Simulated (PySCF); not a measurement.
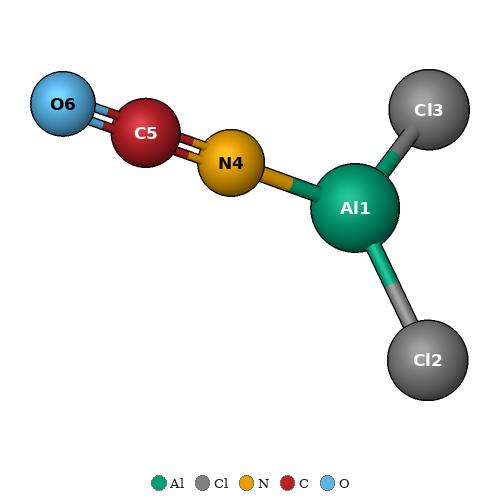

Computed geometry: PBE0-D3(BJ)/def2-SVP optimisation. No frequency run is at hand to confirm it as a minimum. Level of theory: delta-SCF UKS SCAN, pcX-2 on the ionised atom (unc-x2c-TZVPall on a metal), pcseg-1 elsewhere, spin-free X2C (PySCF 2.14.0).

Give the core-electron binding energies (to vacuum; p and d levels without spin–orbit splitting) of Al1 1s, Al1 2p, Cl2 1s, Cl2 2p, N4 1s, C5 1s, O6 1s.

```json
{"atom": "Al1", "level": "1s", "binding energy (eV)": "1569.5"}
{"atom": "Al1", "level": "2p", "binding energy (eV)": "82.9"}
{"atom": "Cl2", "level": "1s", "binding energy (eV)": "2829.1"}
{"atom": "Cl2", "level": "2p", "binding energy (eV)": "207.0"}
{"atom": "N4", "level": "1s", "binding energy (eV)": "405.8"}
{"atom": "C5", "level": "1s", "binding energy (eV)": "295.5"}
{"atom": "O6", "level": "1s", "binding energy (eV)": "539.9"}
```
